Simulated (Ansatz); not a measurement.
## Geometry relaxation of Si$_{2}$H$_{6}$F$_{2}$ (part 1 of 2)

The run: geometry relaxation of Si$_{2}$H$_{6}$F$_{2}$. Method and program: RKS PBE0-D4/def2-SVP (Ansatz 0.2.0).

The input holds or restrains some coordinates. Forces given for the steps count only the free coordinates. Figures and captions count atoms from 1; the log counts them from 0 in places.

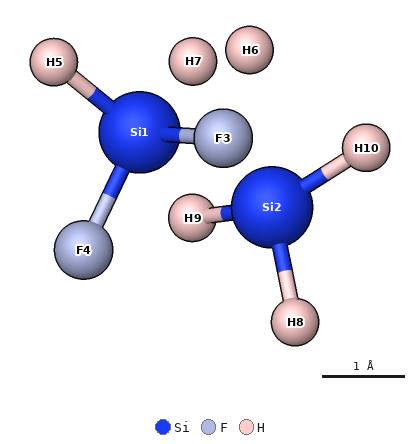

The starting structure (ball-and-stick view, seen at a tilt; atoms are numbered from 1 in the order of the input).

### Key numbers

| quantity | value |
| --- | --- |
| outcome | converged under the restraints of the input |
| total energy | −21265.1403 eV |
| mean-field energy | −21264.9786 eV |
| dispersion energy | −0.1617 eV |
| SCF solution under orbital rotations | stable |
| largest force (length of the vector) at the end, held atoms and coordinates included | 2.443 eV/Å |
| dipole moment | 2.67 D |
| hardware | 4 threads of Arm Neoverse V1, 23 GiB of memory available, shared host |
| wall time | 30 s (CPU time 1.7 min) |
| peak memory | 0.2 GiB |

### The input
```yaml
crystal:
  periodic: [false, false, false]
  atoms:
    - {symbol: Si, position_ang: [-0.894400, 0.903600, 0.110600]}
    - {symbol: Si, position_ang: [0.714100, -1.041400, -0.284900]}
    - {symbol: F, position_ang: [-1.858900, 0.105400, 1.117600]}
    - {symbol: F, position_ang: [-1.641700, 0.588000, -1.279200]}
    - {symbol: H, position_ang: [-1.267700, 2.290900, 0.320800]}
    - {symbol: H, position_ang: [1.971800, 0.308600, 0.686100]}
    - {symbol: H, position_ang: [0.833000, 0.832400, 0.579600]}
    - {symbol: H, position_ang: [-0.071700, -2.096600, -0.993900]}
    - {symbol: H, position_ang: [1.457300, -0.393600, -1.342500]}
    - {symbol: H, position_ang: [0.758100, -1.497400, 1.085700]}
basis:
  gaussian: {orbitals: def2-SVP}
hamiltonian: {xc: pbe0, dispersion: d4}
relax: {f_tol: 0.04, max_steps: 150, escape_saddle: false, constraints: [{distance: [0, 6]}, {distance: [1, 5]}, {distance: [0, 1]}, {distance: [5, 6]}]}
```

Launch command:
```bash
ansatz run in.yaml --threads 4 --pin off --events-out ev --progress --plain --max-ram 9574MiB
```

### Log
```
Functional definition: PBE0
  name "PBE0"
  cite "Adamo & Barone, J. Chem. Phys. 110, 6158 (1999) doi:10.1063/1.478522"
  cite "Perdew, Burke & Ernzerhof, Phys. Rev. Lett. 77, 3865 (1996) doi:10.1103/PhysRevLett.77.3865"
  parent pbe
  parameter a = 0.25
  parameter kappa = 0.804
  parameter beta = 0.06672455060314922
  exchange = (1 - a)*pbe_x(kappa = kappa, mu = beta*pi^2/3) + a*exact_x
  correlation = pbe_c(beta = beta)
951 factors; integrals over basis functions are off by at most 5.9e-4 eV
mean field evaluation 1: about -21261.2592 eV, gradient 4.0e1 eV
mean field evaluation 2: about -21257.8438 eV, gradient 6.2e1 eV
mean field evaluation 4: about -21263.7902 eV, gradient 1.1e0 eV
mean field evaluation 8: about -21263.7983 eV, gradient 1.7e-2 eV
mean field -21263.79825773 eV, -781.4301728513 hartree, gradient 1.4e-5 eV, S^2 0.000000; 0 other end points of the search recorded, 0 dependent functions left out
the calculation of the forces begins
reference -21263.79828424 eV, -781.4301738257 hartree; 26, 26 occupied and 68, 68 virtual orbitals, 951 factors
relax step   1: F+E_penalty+E_count = -21263.97439045 eV  Δ(F+E_penalty+E_count) = +0.000e0 eV  max|allowed force component| = 1.216e0 eV/Å  Δτ_max = 0.0000 Å  (24 SCF iters, accepted)
  distance Si 0 - H 6 held at 1.791352 Å   reaction = -1.6557e0 eV/Å
  distance Si 1 - H 5 held at 2.084982 Å   reaction = -5.6970e-1 eV/Å
  distance Si 0 - Si 1 held at 2.554744 Å   reaction = +1.7155e0 eV/Å
  distance H 5 - H 6 held at 1.258004 Å   reaction = +1.8355e0 eV/Å
these checks for a lower state are left out or cut short: starts, cluster_reference, orbital_swaps, neighbouring_geometries, increment
951 factors; integrals over basis functions are off by at most 7.4e-4 eV
mean field evaluation 16: about -21263.9788 eV, gradient 9.1e0 eV
mean field -21264.25387550 eV, -781.4469164955 hartree, gradient 2.6e-5 eV, S^2 0.000000; 0 other end points of the search recorded, 0 dependent functions left out
[... from here on the field's lines of each further geometry are left out, up to the last ...]
relax step   2: F+E_penalty+E_count = -21264.42494655 eV  Δ(F+E_penalty+E_count) = -4.506e-1 eV  max|allowed force component| = 5.800e-1 eV/Å  Δτ_max = 0.1968 Å  (27 SCF iters, accepted)
relax step   3: F+E_penalty+E_count = -21264.59929574 eV  Δ(F+E_penalty+E_count) = -1.743e-1 eV  max|allowed force component| = 8.385e-1 eV/Å  Δτ_max = 0.1917 Å  (28 SCF iters, accepted)
relax step   4: F+E_penalty+E_count = -21264.66941867 eV  Δ(F+E_penalty+E_count) = -7.012e-2 eV  max|allowed force component| = 3.191e-1 eV/Å  Δτ_max = 0.1999 Å  (28 SCF iters, accepted)
relax step   5: F+E_penalty+E_count = -21264.68574357 eV  Δ(F+E_penalty+E_count) = -1.632e-2 eV  max|allowed force component| = 3.540e-1 eV/Å  Δτ_max = 0.1526 Å  (28 SCF iters, accepted)
relax step   6: F+E_penalty+E_count = -21264.70765050 eV  Δ(F+E_penalty+E_count) = -2.191e-2 eV  max|allowed force component| = 1.841e-1 eV/Å  Δτ_max = 0.2000 Å  (29 SCF iters, accepted)
relax step   7: F+E_penalty+E_count = -21264.73943842 eV  Δ(F+E_penalty+E_count) = -3.179e-2 eV  max|allowed force component| = 2.292e-1 eV/Å  Δτ_max = 0.0938 Å  (24 SCF iters, accepted)
relax step   8: F+E_penalty+E_count = -21264.74853166 eV  Δ(F+E_penalty+E_count) = -9.093e-3 eV  max|allowed force component| = 2.551e-1 eV/Å  Δτ_max = 0.0481 Å  (25 SCF iters, accepted)
relax step   9: F+E_penalty+E_count = -21264.76894918 eV  Δ(F+E_penalty+E_count) = -2.042e-2 eV  max|allowed force component| = 4.787e-1 eV/Å  Δτ_max = 0.1917 Å  (28 SCF iters, accepted)
relax step  10: F+E_penalty+E_count = -21264.77988349 eV  Δ(F+E_penalty+E_count) = -1.093e-2 eV  max|allowed force component| = 3.453e-1 eV/Å  Δτ_max = 0.0509 Å  (25 SCF iters, accepted)
relax step  11: F+E_penalty+E_count = -21264.78705342 eV  Δ(F+E_penalty+E_count) = -7.170e-3 eV  max|allowed force component| = 8.526e-2 eV/Å  Δτ_max = 0.0449 Å  (25 SCF iters, accepted)
relax step  12: F+E_penalty+E_count = -21264.78801981 eV  Δ(F+E_penalty+E_count) = -9.664e-4 eV  max|allowed force component| = 1.333e-1 eV/Å  Δτ_max = 0.0355 Å  (25 SCF iters, accepted)
relax step  13: F+E_penalty+E_count = -21264.79055499 eV  Δ(F+E_penalty+E_count) = -2.535e-3 eV  max|allowed force component| = 5.821e-2 eV/Å  Δτ_max = 0.0398 Å  (25 SCF iters, accepted)
relax step  14: F+E_penalty+E_count = -21264.79324347 eV  Δ(F+E_penalty+E_count) = -2.688e-3 eV  max|allowed force component| = 5.931e-2 eV/Å  Δτ_max = 0.0427 Å  (28 SCF iters, accepted)
relax step  15: F+E_penalty+E_count = -21264.80170531 eV  Δ(F+E_penalty+E_count) = -8.462e-3 eV  max|allowed force component| = 7.022e-1 eV/Å  Δτ_max = 0.2140 Å  (28 SCF iters, accepted)
relax step  16: F+E_penalty+E_count = -21264.81594036 eV  Δ(F+E_penalty+E_count) = -1.424e-2 eV  max|allowed force component| = 7.604e-1 eV/Å  Δτ_max = 0.0827 Å  (28 SCF iters, accepted)
relax step  17: F+E_penalty+E_count = -21264.83769771 eV  Δ(F+E_penalty+E_count) = -2.176e-2 eV  max|allowed force component| = 8.747e-1 eV/Å  Δτ_max = 0.0991 Å  (28 SCF iters, accepted)
relax step  18: F+E_penalty+E_count = -21264.87509314 eV  Δ(F+E_penalty+E_count) = -3.740e-2 eV  max|allowed force component| = 8.406e-1 eV/Å  Δτ_max = 0.0862 Å  (28 SCF iters, accepted)
relax step  19: F+E_penalty+E_count = -21264.92065416 eV  Δ(F+E_penalty+E_count) = -4.556e-2 eV  max|allowed force component| = 1.138e0 eV/Å  Δτ_max = 0.1674 Å  (28 SCF iters, accepted)
relax step  20: F+E_penalty+E_count = -21265.00541149 eV  Δ(F+E_penalty+E_count) = -8.476e-2 eV  max|allowed force component| = 6.514e-1 eV/Å  Δτ_max = 0.1953 Å  (27 SCF iters, accepted)
relax step  21: F+E_penalty+E_count = -21265.04484660 eV  Δ(F+E_penalty+E_count) = -3.944e-2 eV  max|allowed force component| = 4.270e-1 eV/Å  Δτ_max = 0.1180 Å  (27 SCF iters, accepted)
relax step  22: F+E_penalty+E_count = -21265.07110302 eV  Δ(F+E_penalty+E_count) = -2.626e-2 eV  max|allowed force component| = 4.928e-1 eV/Å  Δτ_max = 0.1409 Å  (27 SCF iters, accepted)
relax step  23: F+E_penalty+E_count = -21265.11193661 eV  Δ(F+E_penalty+E_count) = -4.083e-2 eV  max|allowed force component| = 3.457e-1 eV/Å  Δτ_max = 0.1801 Å  (27 SCF iters, accepted)
relax step  24: F+E_penalty+E_count = -21265.13398491 eV  Δ(F+E_penalty+E_count) = -2.205e-2 eV  max|allowed force component| = 1.233e-1 eV/Å  Δτ_max = 0.0690 Å  (25 SCF iters, accepted)
relax step  25: F+E_penalty+E_count = -21265.13893886 eV  Δ(F+E_penalty+E_count) = -4.954e-3 eV  max|allowed force component| = 7.243e-2 eV/Å  Δτ_max = 0.0412 Å  (27 SCF iters, accepted)
relax step  26: F+E_penalty+E_count = -21265.14005985 eV  Δ(F+E_penalty+E_count) = -1.121e-3 eV  max|allowed force component| = 4.851e-2 eV/Å  Δτ_max = 0.0258 Å  (28 SCF iters, accepted)
the calculation of the forces begins
reference -21264.97862165 eV, -781.4735504253 hartree; 26, 26 occupied and 68, 68 virtual orbitals, 951 factors
relax step  27: F+E_penalty+E_count = -21265.14027870 eV  Δ(F+E_penalty+E_count) = -2.188e-4 eV  max|allowed force component| = 2.026e-2 eV/Å  Δτ_max = 0.0159 Å  (28 SCF iters, accepted)
  distance Si 0 - H 6 held at 1.791352 Å   reaction = -6.2846e-1 eV/Å
  distance Si 1 - H 5 held at 2.084982 Å   reaction = +8.5980e-2 eV/Å
  distance Si 0 - Si 1 held at 2.554744 Å   reaction = +6.8362e-1 eV/Å
  distance H 5 - H 6 held at 1.258004 Å   reaction = +2.5184e0 eV/Å
951 factors; integrals over basis functions are off by at most 5.0e-4 eV
mean field evaluation 192: about -21264.9784 eV, gradient 3.0e-1 eV
```

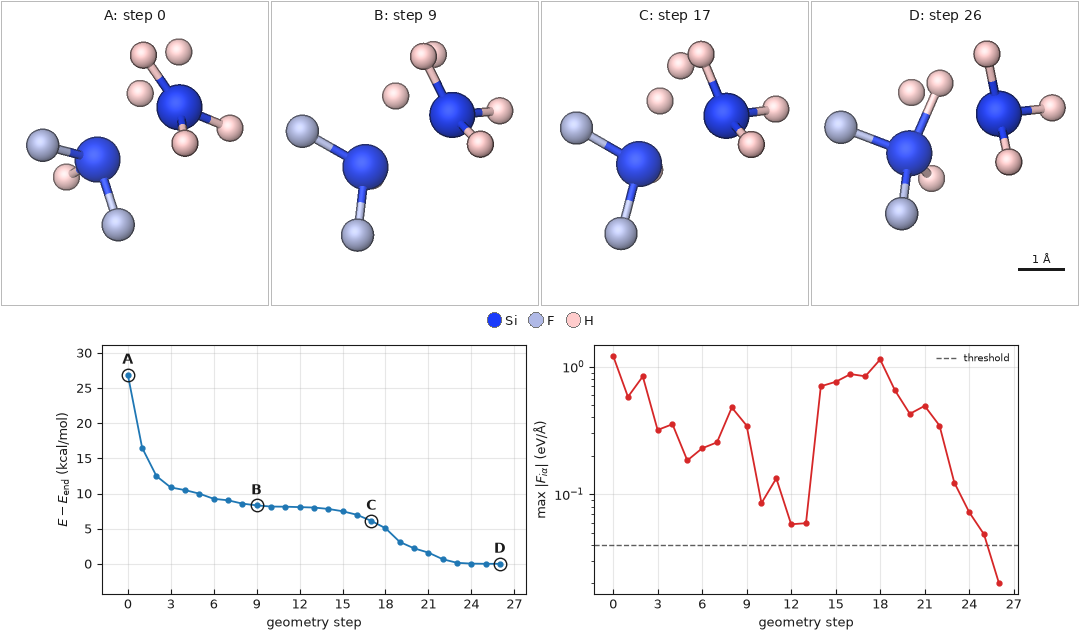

Frames of the restrained relaxation (ball-and-stick view, seen at a tilt) above the curves, on which the letters mark them (the first geometry is step 0 here and step 1 in the log).

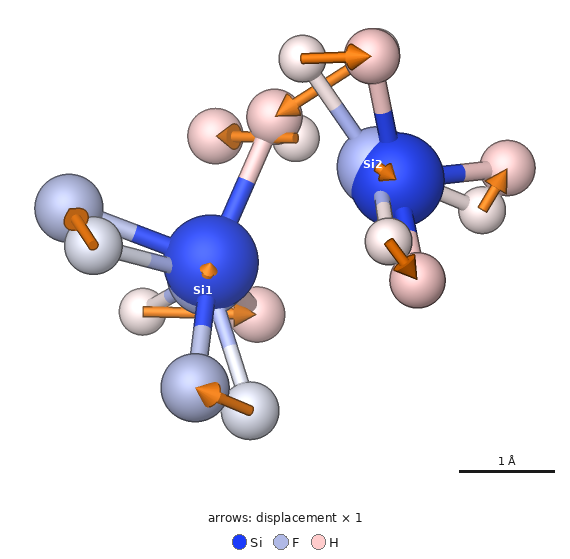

Start (faint) and end (solid) with the displacements as orange arrows, at true length (ball-and-stick view, seen at a tilt). The two geometries are laid on each other by the best rigid fit. The atom that moves furthest after the best rigid fit is H6 (1.31 Å). Largest moves by element: H 1.31 Å, F 0.83 Å, Si 0.27 Å. Among the contacts that change: Si1–H6 2.983 → 1.688 Å, Si2–H10 1.445 → 1.493 Å, Si1–H5 1.452 → 1.481 Å, Si1–F4 1.609 → 1.637 Å. New bonds form: Si1–H6 (2.98 → 1.69 Å). Among the angles that change: H9–Si2–H10 145.0° → 109.5°, F3–Si1–H5 103.3° → 123.5°, H8–Si2–H9 103.9° → 111.5°. The energy falls by 26.9 kcal/mol in 26 geometry steps. Largest force component: 1.2 eV/Å at the start, 0.02 eV/Å at the end. (Atoms are counted from 1 in the order of the input.)

```
mean field -21264.97859580 eV, -781.4735494756 hartree, gradient 5.3e-6 eV, S^2 0.000000; 1 other end points of the search recorded, 0 dependent functions left out
the calculation of the forces begins
reference -21264.97862165 eV, -781.4735504253 hartree; 26, 26 occupied and 68, 68 virtual orbitals, 951 factors
Total energy: -21265.14030454 eV, -781.4794921620 hartree
Atom 0 at    -0.827492     0.744835     0.142389 Å, force     0.033866    -0.806303    -0.539084 eV/Å
Atom 1 at     0.776563    -1.138986    -0.493964 Å, force    -0.419349     0.559229     0.227387 eV/Å
Atom 2 at    -1.677267     0.709204     1.526315 Å, force    -0.020260     0.007663     0.004980 eV/Å
Atom 3 at    -2.013980     0.166868    -0.825467 Å, force    -0.006822     0.010050    -0.003779 eV/Å
Atom 4 at    -0.419010     1.997669    -0.533229 Å, force    -0.014283    -0.008073    -0.000687 eV/Å
Atom 5 at     0.630271     0.389879     0.916114 Å, force    -0.555080     2.324003     0.506789 eV/Å
Atom 6 at     0.347484     1.581189     1.204878 Å, force     0.987300    -2.093206    -0.198178 eV/Å
Atom 7 at     0.015606    -1.928393    -1.503593 Å, force    -0.002456     0.002337     0.000352 eV/Å
Atom 8 at     1.996947    -0.518268    -1.091079 Å, force     0.000370     0.000491     0.001341 eV/Å
Atom 9 at     1.170779    -2.004096     0.657537 Å, force    -0.003286     0.003808     0.000879 eV/Å
Dipole moment:     0.551914    -0.031838    -0.054308 e Å
```

### Trajectory as extended XYZ (Å, eV, eV/Å), 27 frames, from step=1 to step=27
```
10
Properties=species:S:1:pos:R:3:forces:R:3 step=1 energy=-21263.97439
Si   -0.8944    0.9036    0.1106   -1.0996  -1.6478  -0.5801
Si    0.7141   -1.0414   -0.2849   -1.5641   0.9613  -0.2024
F    -1.8589    0.1054    1.1176   -0.2142  -0.2590   1.1114
F    -1.6417    0.5880   -1.2792   -0.1244   0.1380  -1.2158
H    -1.2677    2.2909    0.3208    0.6823   0.9229   0.2875
H     1.9718    0.3086    0.6861   -1.5349   1.1210   0.0569
H     0.8330    0.8324    0.5796    2.8152  -1.4090   0.1655
H    -0.0717   -2.0966   -0.9939    0.0666  -0.4100  -0.1678
H     1.4573   -0.3936   -1.3425    0.6596   0.5021  -0.2646
H     0.7581   -1.4974    1.0857    0.3134   0.0803   0.8093
10
Properties=species:S:1:pos:R:3:forces:R:3 step=2 energy=-21264.42495
Si   -0.9747    0.8401    0.0953   -1.3298  -0.6867  -0.5843
Si    0.7200   -1.0305   -0.2990   -1.2231   0.6615   0.0231
F    -1.9670    0.1416    1.1736    0.2719   0.0915   0.2762
F    -1.7720    0.6389   -1.3117    0.2261   0.1728  -0.1164
H    -1.0789    2.3218    0.3572    0.5800  -0.3912   0.0201
H     1.9556    0.3227    0.6955   -2.0677   0.9518  -0.2171
H     0.7650    0.6722    0.4878    2.9878  -0.4609   0.6579
H     0.0116   -2.1598   -1.0085    0.1128  -0.1508  -0.0699
H     1.5301   -0.3325   -1.3117    0.2594  -0.0149  -0.1043
H     0.8102   -1.4146    1.1213    0.1826  -0.1731   0.1146
10
Properties=species:S:1:pos:R:3:forces:R:3 step=3 energy=-21264.59930
Si   -1.0497    0.7959    0.0697   -1.0408  -0.3000  -0.5340
Si    0.7135   -1.0169   -0.2935   -1.2394   0.3021  -0.1679
F    -2.0320    0.1799    1.2163    0.3955   0.2094  -0.1822
F    -1.8916    0.6978   -1.3324    0.3473   0.1416   0.4249
H    -0.8903    2.2918    0.3741    0.1094  -0.8385  -0.1609
H     1.8901    0.3883    0.7007   -2.3927   1.0966  -0.2381
H     0.6941    0.7021    0.4690    3.5335  -0.6477   0.8212
H     0.0836   -2.1944   -1.0208    0.0347   0.0248   0.0113
H     1.6014   -0.3705   -1.2972    0.0840  -0.0375   0.1117
H     0.8810   -1.4741    1.1141    0.1685   0.0493  -0.0861
10
Properties=species:S:1:pos:R:3:forces:R:3 step=4 energy=-21264.66942
Si   -1.1111    0.8005    0.0071    0.0864  -1.2178  -0.2788
Si    0.6682   -1.0058   -0.3065   -1.2431   0.2777  -0.4997
F    -1.9322    0.2189    1.2697   -0.1539   0.0996   0.0302
F    -2.0446    0.7476   -1.3064   -0.1583   0.0058  -0.0896
H    -0.8025    2.2160    0.2677    0.0770   0.2387  -0.0011
H     1.7941    0.3802    0.7699   -2.6023   1.5011  -0.2710
H     0.6125    0.7053    0.4859    4.0180  -0.7379   1.1137
H     0.0556   -2.1587   -1.0714   -0.0432  -0.0892  -0.0608
H     1.7256   -0.4194   -1.1484    0.1177   0.1076  -0.2621
H     1.0344   -1.4847    1.0322   -0.0982  -0.1857   0.3191
10
Properties=species:S:1:pos:R:3:forces:R:3 step=5 energy=-21264.68574
Si   -1.1153    0.7445    0.0375   -0.3802  -0.6760  -0.2514
Si    0.7121   -1.0027   -0.3295   -1.4937   0.0917  -0.0910
F    -2.0437    0.3172    1.3044    0.3198  -0.0054  -0.3540
F    -2.0347    0.7213   -1.2938   -0.0530  -0.1003   0.0154
H    -0.7407    2.1635    0.2470    0.0490   0.1014   0.0188
H     1.8034    0.3958    0.7661   -2.7498   1.3752  -0.1672
H     0.6030    0.6980    0.5415    4.2024  -0.7220   0.8675
H     0.0910   -2.1603   -1.0902    0.0699  -0.0061  -0.0441
H     1.7261   -0.3892   -1.2259   -0.0131   0.0899   0.0248
H     0.9987   -1.4882    1.0426    0.0487  -0.1484  -0.0187
10
Properties=species:S:1:pos:R:3:forces:R:3 step=6 energy=-21264.70765
Si   -1.0943    0.7588   -0.0063    0.1653  -1.0621  -0.6097
Si    0.6900   -1.0354   -0.3582   -1.6956   0.5762  -0.3070
F    -1.8479    0.3026    1.3423   -0.1483   0.0602   0.1622
F    -2.1667    0.6683   -1.2160    0.0087   0.0258   0.0409
H    -0.6929    2.1797    0.1276   -0.1117   0.1746  -0.0554
H     1.7524    0.3272    0.8087   -2.7581   1.7762  -0.1803
H     0.6038    0.7781    0.5640    4.1231  -1.2293   1.0376
H     0.1665   -2.1853   -1.1913    0.1527  -0.0659   0.0143
H     1.7393   -0.3185   -1.1194    0.1463  -0.0716  -0.0853
H     0.8496   -1.4757    1.0485    0.1177  -0.1841  -0.0173
```
